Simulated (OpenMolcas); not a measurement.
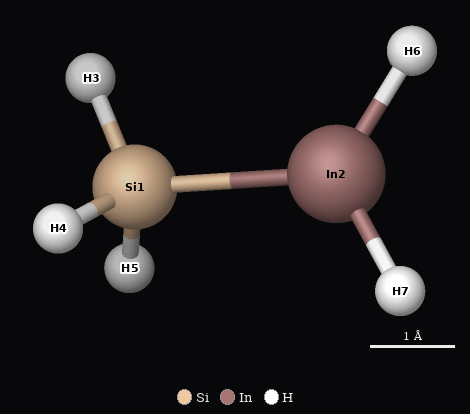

The structure as given in the input (ball-and-stick view, seen at a tilt; atoms are numbered from 1 in the order of the input). Sticks mark near contacts. Bond lengths as drawn: H–In 1.73 Å, H–Si 1.49 Å and In–Si 2.57 Å.

**Energy and gradient calculation, with input and output: InSiH5**

The run: energy and gradient calculation of InSiH5, SMILES [SiH3][InH2]. Method and program: HF/STO-3G, RHF (OpenMolcas 26.06).

The geometry comes from this level: PBE0-D4/def2-TZVP.

Log
```
--- Start Module: gateway ---

                                              &GATEWAY

                       available to each process: 1.9 GB of memory, 1 thread

 Basis Set     1 Label: SI.STO-3G
 Basis set is read from library:.
 basistype.tbl is not found

 Basis Set     2 Label: IN.STO-3G
 Basis set is read from library:.
 basistype.tbl is not found

 Basis Set     3 Label: H.STO-3G
 Basis set is read from library:.
 basistype.tbl is not found

++    Symmetry information:
      ---------------------

                    Character Table for C1

                             E
                    a        1  x, y, xy, Rz, z, xz, Ry, yz, Rx, I
--

++    Basis set information:
      ----------------------

      Basis set label: SI.STO-3G.........

      Electronic valence basis set:
      ------------------
      Associated Effective Charge  14.000000 au
      Associated Actual Charge     14.000000 au
      Nuclear Model: Point charge

      Shell  nPrim  nBasis  Cartesian Spherical Contaminant
         s       9       3        X
         p       6       2        X

      Basis set label: IN.STO-3G.........

      Electronic valence basis set:
      ------------------
      Associated Effective Charge  49.000000 au
      Associated Actual Charge     49.000000 au
      Nuclear Model: Point charge

      Shell  nPrim  nBasis  Cartesian Spherical Contaminant
         s      15       5        X
         p      12       4        X
         d       6       2                 X

      Basis set label: H.STO-3G.........

      Electronic valence basis set:
      ------------------
      Associated Effective Charge   1.000000 au
      Associated Actual Charge      1.000000 au
      Nuclear Model: Point charge

      Shell  nPrim  nBasis  Cartesian Spherical Contaminant
         s       3       1        X
--

++    Molecular structure info:
      -------------------------

                    ************************************************
                    **** Cartesian Coordinates / bohr, angstrom ****
                    ************************************************

     Center  Label                x              y              z                     x              y              z
        1      SI1             -1.260636      -1.212259      -1.213393             -0.667100      -0.641500      -0.642100
        2      IN2              1.569984       1.582835       1.588315              0.830800       0.837600       0.840500
        3      H3              -4.006030      -0.701277      -0.876077             -2.119900      -0.371100      -0.463600
        4      H4              -0.816362      -3.936866      -0.653656             -0.432000      -2.083300      -0.345900
        5      H5              -0.638727      -0.804078      -3.930630             -0.338000      -0.425500      -2.080000
        6      H6               0.338450       3.896804       3.537567              0.179100       2.062100       1.872000
        7      H7               4.813321       1.175032       1.547875              2.547100       0.621800       0.819100

                    ***************************************
                    *    InterNuclear Distances / bohr    *
                    ***************************************

               1 SI1           2 IN2           3 H3            4 H4            5 H5            6 H6
    1 SI1      0.000000
    2 IN2      4.865648        0.000000
    3 H3       2.812841        6.510172        0.000000
    4 H4       2.816766        6.417802        4.548900        0.000000
    5 H5       2.817226        6.405819        4.547482        4.537012        0.000000
    6 H6       7.157600        3.266607        7.713438        8.959148        8.878466        0.000000
    7 H7       7.086376        3.269124        9.336865        7.916538        7.978454        5.602803

               7 H7
    7 H7       0.000000

                    *******************************************
                    *    InterNuclear Distances / angstrom    *
                    *******************************************

               1 SI1           2 IN2           3 H3            4 H4            5 H5            6 H6
    1 SI1      0.000000
    2 IN2      2.574790        0.000000
    3 H3       1.488491        3.445035        0.000000
    4 H4       1.490568        3.396155        2.407174        0.000000
    5 H5       1.490812        3.389813        2.406424        2.400883        0.000000
    6 H6       3.787639        1.728614        4.081775        4.740977        4.698282        0.000000
    7 H7       3.749949        1.729946        4.940856        4.189251        4.222016        2.964875

               7 H7
    7 H7       0.000000

                    **************************************
                    *    Valence Bond Angles / degree    *
                    **************************************
                          Atom centers                 Phi
                      3 H3       1 SI1      4 H4       107.81
                      3 H3       1 SI1      5 H5       107.75
                      4 H4       1 SI1      5 H5       107.28
--

            Nuclear Potential Energy            214.18810870 au

--- Stop Module: gateway /rc=_RC_ALL_IS_WELL_ ---

--- Start Module: seward ---

                                              &SEWARD

                       available to each process: 1.9 GB of memory, 1 thread

               SEWARD will generate:
                  Multipole Moment integrals up to order  2
                  Kinetic Energy integrals
                  Nuclear Attraction integrals (point charge)
                  One-Electron Hamiltonian integrals
                  Velocity integrals
                  Orbital angular momentum around (  0.9790   0.9977   1.0017 )
                  Velocity quadrupole around (  0.9790   0.9977   1.0017 )
                  Two-Electron Repulsion integrals

                   Integrals are discarded if absolute value <: 1.00E-14
                   Integral cutoff threshold is set to       <: 1.00E-16

            Nuclear Potential Energy            214.18810870 au

      Basis set specifications :
      Symmetry species         a
      Basis functions           41

--- Stop Module: seward /rc=_RC_ALL_IS_WELL_ ---

--- Start Module: scf ---

                                                &SCF

                       available to each process: 1.9 GB of memory, 1 thread

++    Input section:
      --------------

      Header of the integral files:

      Cartesian coordinates in angstrom:
      -----------------------------------------------------
      No.  Label        X            Y            Z
      -----------------------------------------------------
       1   SI1       -0.66710000  -0.64150000  -0.64210000
       2   IN2        0.83080000   0.83760000   0.84050000
       3   H3        -2.11990000  -0.37110000  -0.46360000
       4   H4        -0.43200000  -2.08330000  -0.34590000
       5   H5        -0.33800000  -0.42550000  -2.08000000
       6   H6         0.17910000   2.06210000   1.87200000
       7   H7         2.54710000   0.62180000   0.81910000
      -----------------------------------------------------
      Nuclear repulsion energy =  214.18810870
--

++    Orbital specifications:
      -----------------------

      Symmetry species               1
                                     a
      Frozen orbitals                0
      Occupied orbitals             34
      Secondary orbitals             7
      Deleted orbitals               0
      Total number of orbitals      41
      Number of basis functions     41
--

      Molecular charge                           0.000

++    Optimization specifications:
      ----------------------------

      SCF Algorithm: Conventional
      Minimized density differences are used
      Number of density matrices in core                 5
      Maximum number of NDDO SCF iterations            400
      Maximum number of HF SCF iterations              400
      Threshold for SCF energy change             1.00E-10
      Threshold for density matrix                1.00E-07
      Threshold for Fock matrix                   1.00E-07
      Threshold for linear dependence             1.00E-09
      Threshold at which DIIS is turned on        1.50E-01
      Maximum depth in the DIIS procedure                5
      Maximum depth in the BFGS Hessian update          30
      Threshold at which QNR/C2DIIS is turned on  7.50E-02
      Threshold for Norm(delta) (QNR/C2DIIS)      1.00E-05
      All orbitals punched on: SCFORB
--

      Input vectors read from INPORB
      Orbital file label: *Guess orbitals

++ Convergence information
                                   SCF        iterations: Energy and convergence statistics

Iter     Tot. SCF        One-elec.       Two-elec.     Energy      Max Dij or  Max Fij      DNorm      TNorm      AccCon     Time
         Energy          Energy          Energy        Change      Delta Norm                                                in Sec.

 The total and one-electron energies are shifted by a value of      5000. a.u.

   1  -971.175113244 -3698.659531932  2513.296309984   0.00E+00    2.65E-01*   3.36E-01*    1.58E+01   5.56E+02   None         0.
   2  -971.368781612 -3701.290498985  2515.733608670  -1.94E-01*   5.51E-02*   2.16E-02*    1.50E+00   5.56E+02   EDIIS        0.
   3  -971.376969060 -3700.602158938  2515.037081175  -8.19E-03*   4.19E-03*   9.98E-03*    2.56E-01   5.56E+02   c2DIIS       0.
   4  -971.377876307 -3700.278423162  2514.712438152  -9.07E-04*   1.73E-03*   6.24E-04*    3.06E-02   5.56E+02   QNRc2DIIS    0.
   5  -971.377883342 -3700.269315550  2514.703323505  -7.03E-06*   7.96E-04*   1.89E-04*    4.70E-03   5.56E+02   QNRc2DIIS    0.
   6  -971.377884115 -3700.263229038  2514.697236220  -7.73E-07*   2.95E-05*   2.59E-05*    6.88E-04   5.56E+02   QNRc2DIIS    0.
   7  -971.377884117 -3700.262625562  2514.696632742  -2.61E-09*   1.68E-05*   7.97E-06*    8.54E-05   5.56E+02   QNRc2DIIS    0.
   8  -971.377884118 -3700.262597707  2514.696604886  -3.78E-10*   7.68E-06    2.62E-06*    9.15E-05   5.56E+02   QNRc2DIIS    0.
   9  -971.377884118 -3700.262663704  2514.696670883  -4.18E-11    4.99E-07    1.34E-07*    3.29E-04   5.56E+02   QNRc2DIIS    0.
  10  -971.377884118 -3700.262658785  2514.696665963  -3.64E-12    1.43E-07    3.93E-08     3.11E-02   5.56E+02   QNRc2DIIS    0.

       Convergence after  10 Iterations
--

 *****************************************************************************************************************************
 *                                             SCF/KS-DFT Program, Final results                                             *
 *                                                       Final Results                                                       *
 *****************************************************************************************************************************

::    Total SCF energy                              -5971.3778841179
      One-electron energy                           -8700.2626587847
      Two-electron energy                            2514.6966659635
      Nuclear repulsion energy                        214.1881087033
      Kinetic energy (interpolated)                  5966.6981395633
      Virial theorem                                    1.0007843106
      Total spin, S(S+1)                                0.0000000000
      Total spin, S                                     0.0000000000
      Max non-diagonal density matrix element           0.0000001264
      Max non-diagonal Fock matrix element              0.0000000260

      All orbitals with orbital energies smaller than  E(LUMO)+0.5 are printed

++    Molecular orbitals:
      -------------------

      Title: SCF orbitals

      Molecular orbitals for symmetry species 1: a

          Orbital            1         2         3         4         5         6         7         8         9        10
          Energy         -986.8489 -145.9860 -137.9978 -137.9962 -137.9962  -67.9219  -27.6747  -24.6944  -24.6895  -24.6894
          Occ. No.          2.0000    2.0000    2.0000    2.0000    2.0000    2.0000    2.0000    2.0000    2.0000    2.0000

          Orbital           11        12        13        14        15        16        17        18        19        20
          Energy          -16.5601  -16.5596  -16.5594  -16.5544  -16.5539   -5.9106   -4.2188   -3.9357   -3.9355   -3.9353
          Occ. No.          2.0000    2.0000    2.0000    2.0000    2.0000    2.0000    2.0000    2.0000    2.0000    2.0000

          Orbital           21        22        23        24        25        26        27        28        29        30
          Energy           -3.0416   -3.0283   -3.0263   -0.6547   -0.5413   -0.5344   -0.5324   -0.5307   -0.5228   -0.4245
          Occ. No.          2.0000    2.0000    2.0000    2.0000    2.0000    2.0000    2.0000    2.0000    2.0000    2.0000

          Orbital           31        32        33        34        35        36        37        38        39        40
          Energy           -0.4007   -0.3994   -0.3147   -0.2644    0.2007    0.3692    0.4908    0.5232    0.5692    0.5729
          Occ. No.          2.0000    2.0000    2.0000    2.0000    0.0000    0.0000    0.0000    0.0000    0.0000    0.0000

          Orbital           41
          Energy            0.6401
          Occ. No.          0.0000

--

++    Molecular charges:
      ------------------

      Mulliken charges per centre and basis function type
      ---------------------------------------------------

                SI1     IN2     H3      H4      H5      H6      H7
      1s       5.2555  9.1238  1.1690  1.1705  1.1708  1.1978  1.1987
      2px      2.7674  6.7404  0.0000  0.0000  0.0000  0.0000  0.0000
      2pz      2.7745  6.3391  0.0000  0.0000  0.0000  0.0000  0.0000
      2py      2.7736  6.4188  0.0000  0.0000  0.0000  0.0000  0.0000
      3d2+     0.0000  3.9698  0.0000  0.0000  0.0000  0.0000  0.0000
      3d1+     0.0000  3.9891  0.0000  0.0000  0.0000  0.0000  0.0000
      3d0      0.0000  3.9895  0.0000  0.0000  0.0000  0.0000  0.0000
      3d1-     0.0000  3.9666  0.0000  0.0000  0.0000  0.0000  0.0000
      3d2-     0.0000  3.9852  0.0000  0.0000  0.0000  0.0000  0.0000
      Total   13.5710 48.5223  1.1690  1.1705  1.1708  1.1978  1.1987

      N-E      0.4290  0.4777 -0.1690 -0.1705 -0.1708 -0.1978 -0.1987

      Total electronic charge=   68.000000

      Total            charge=   -0.000000
--

++    Molecular properties:
      ---------------------

      Charge (e):
                      =   -0.0000
      Dipole Moment (debye):
      Origin of the operator (angstrom)=    0.5181    0.5280    0.5301
                   X=  1.9535E-01               Y=  2.8703E-01               Z=  2.9263E-01           Total=  4.5407E-01
      Quadrupole Moment (debye*angstrom):
      Origin of the operator (angstrom)=    0.5181    0.5280    0.5301
                  XX= -4.2012E+01              XY= -3.4634E-01              XZ= -1.1646E+00              YY= -3.8727E+01
                  YZ= -4.6048E+00              ZZ= -3.7901E+01
      In traceless form (debye*angstrom)
                  XX= -3.6983E+00              XY= -5.1951E-01              XZ= -1.7469E+00              YY=  1.2293E+00
                  YZ= -6.9071E+00              ZZ=  2.4690E+00
--

--- Stop Module: scf /rc=_RC_ALL_IS_WELL_ ---

--- Start Module: alaska ---

                                              &ALASKA

                       available to each process: 1.9 GB of memory, 1 thread

                     Threshold for contributions to the gradient: 1.000E-07

                    ********************************************
                    * Symmetry Adapted Cartesian Displacements *
                    ********************************************

           Irreducible representation : a
           Basis function(s) of irrep: x, y, xy, Rz, z, xz, Ry, yz, Rx, I

 Basis Label        Type   Center Phase
   1   SI1          x         1     1
   2   SI1          y         1     1
   3   SI1          z         1     1
   4   IN2          x         2     1
   5   IN2          y         2     1
   6   IN2          z         2     1
   7   H3           x         3     1
   8   H3           y         3     1
   9   H3           z         3     1
  10   H4           x         4     1
  11   H4           y         4     1
  12   H4           z         4     1
  13   H5           x         5     1
  14   H5           y         5     1
  15   H5           z         5     1
  16   H6           x         6     1
  17   H6           y         6     1
  18   H6           z         6     1
  19   H7           x         7     1
  20   H7           y         7     1
  21   H7           z         7     1

                     No automatic utilization of translational and rotational invariance of the energy is employed.

 Conventional ERI gradients!

 **************************************************
 *              Molecular gradients               *
 **************************************************

  Irreducible representation: a
 ------------------------------------------------------------------------------------------
                              X                       Y                       Z
 ------------------------------------------------------------------------------------------
  SI1               3.72385845182066E-03    7.25600232456003E-03    7.51962724921640E-03
  IN2              -1.39731752713868E-02   -1.32692210087413E-02   -1.33162648687044E-02
  H3               -3.11197097522866E-02    8.14728347652527E-03    5.99570974732491E-03
  H4                8.05883113237826E-03   -3.10190450469410E-02    8.85564085251134E-03
  H5                1.02344791079493E-02    7.06118707920467E-03   -3.08835649407495E-02
  H6               -1.24377748014308E-02    2.56413038742824E-02    2.17067607241681E-02
  H7                3.55134911329120E-02   -3.81751069894309E-03    1.22091236229499E-04
 ------------------------------------------------------------------------------------------

--- Stop Module: alaska /rc=_RC_ALL_IS_WELL_ ---

.##################.
.# Happy landing! #.
.##################.

    Timing: Wall=2.63 User=2.09 System=0.53
```

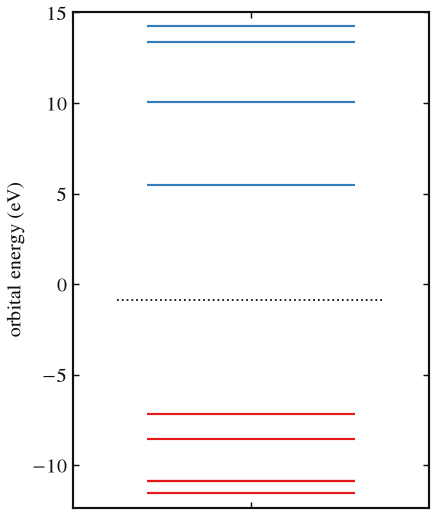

Orbital energies near the frontier; the dotted line parts filled from empty levels, and levels within 0.02 eV of each other stand side by side. Highest filled −7.20 eV, lowest empty 5.46 eV, 12.66 eV apart.

This output came from the following input.

The input
```
&GATEWAY
BasLib=$CurrDir
Coord
7
angstrom
Si      -0.667100      -0.641500      -0.642100
In       0.830800       0.837600       0.840500
H       -2.119900      -0.371100      -0.463600
H       -0.432000      -2.083300      -0.345900
H       -0.338000      -0.425500      -2.080000
H        0.179100       2.062100       1.872000
H        2.547100       0.621800       0.819100
Basis=STO-3G
Group=NoSym
&SEWARD
&SCF
Thresholds=1e-10 1e-07 1e-07 1e-05
PrOrbitals=1 1
&ALASKA
```

Command:
```bash
export MOLCAS_MEM=1860
pymolcas test.input > test.log
```

Results in brief

| quantity | value |
| --- | --- |
| outcome | converged |
| total energy | −5971.377884 hartree |
| basis functions | 41 |
| largest force | 1.842 eV/Å |
| HOMO | −7.20 eV |
| LUMO | 5.46 eV |
| dipole moment | 0.45 debye |
| hardware | 1 thread of Arm Neoverse V1, 24 GiB of memory available, shared host |
| wall time | 2.9 s |
| peak memory | 0.38 GiB |
